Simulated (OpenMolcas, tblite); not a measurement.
# CH2FNOSn (SMILES O=C=[N][SnH2][F]): methods side by side

The species is CH2FNOSn (7 atoms), meant as a singlet with charge 0. As SMILES, `O=C=[N][SnH2][F]`. The coordinates come from a PBE0-D4/def2-TZVP relaxation. This is one conformer, not always the lowest.

```xyz
7

O    -0.2217   -2.8693   -0.9316
C    -0.1215   -1.9068   -0.2838
N    -0.0209   -0.9582    0.4494
Sn    0.1574    1.0316    0.3185
F    -0.8771    1.5100   -1.2201
H    -0.6186    1.6961    1.6652
H     1.7638    1.4285   -0.0432
```

Quantity: the energy change with the Sn4–F5 bond stretched from 1.915 to 2.202 Å, in eV. The values are calculated.

| level | kind | program | value (eV) | CPU time (all runs) |
| --- | --- | --- | --- | --- |
| GFN1-xTB | semi-empirical | tblite | 0.47 | 2.1 s |
| HF/def2-SVP (core potential) (unrestricted) | Hartree–Fock | OpenMolcas | 0.72 | 24 s |
| SVWN5/def2-SVP (core potential) (restricted) | LDA | OpenMolcas | 0.59 | 53 s |
| BLYP/def2-SVP (core potential) (restricted) | GGA | OpenMolcas | 0.38 | 70 s |
| TPSS/def2-SVP (core potential) (restricted) | meta-GGA | OpenMolcas | 0.47 | 88 s |
| BHLYP/def2-SVP (core potential) (restricted) | global hybrid | OpenMolcas | 0.66 | 59 s |
| B2PLYP/def2-SVP (core potential) (restricted) | double hybrid | OpenMolcas | 0.55 | 52 s |
| MP2/def2-SVP (core potential) (restricted) | perturbation theory | OpenMolcas | 0.59 | 20 s |

The first shape isn't each level's own minimum. The values span 0.38 to 0.72 eV. In the correlated wave-function rows the outer d shell of Sn is correlated, in sets not made for it. Times are those of the runs behind each value, whatever else they computed, on shared processors of several kinds: orders of magnitude only.

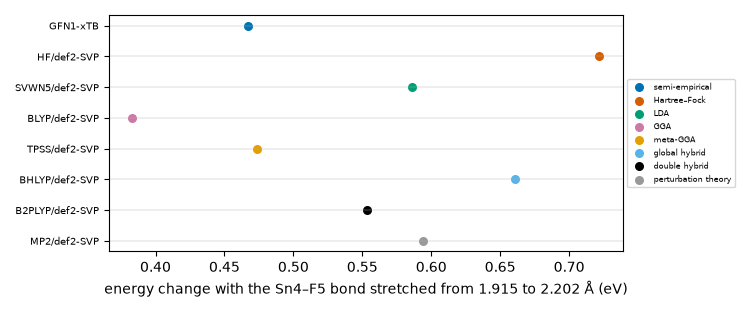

The values of the table, level by level.
